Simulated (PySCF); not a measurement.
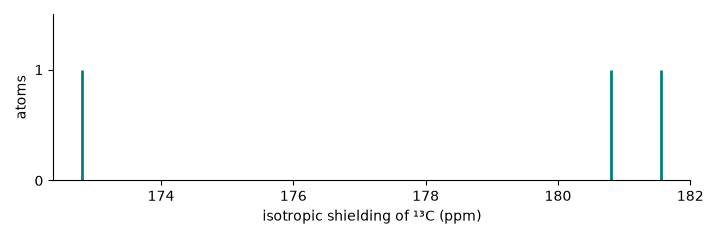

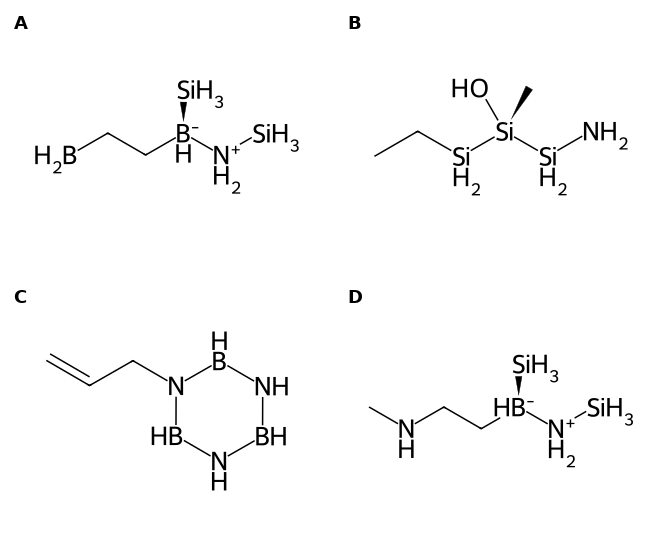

The sticks are computed shieldings of one of the molecules, for one fixed geometry (GFN2-xTB) without averaging over rotations. Low shielding means a high chemical shift. Method: GIAO PBE0/pcSseg-1 NMR shielding, non-relativistic, gas phase (PySCF 2.14.0).

> Match the spectrum to a structure.

B, `CC[SiH2][Si@](C)(O)[SiH2]N`. Its 3 C atoms give lines at 172.8, 180.8, 181.6 ppm.

The geometry is semi-empirical. Around B, Si such bond lengths and angles can be off by a tenth of an ångström or more and by several degrees, and values that hang on the shape move with them.
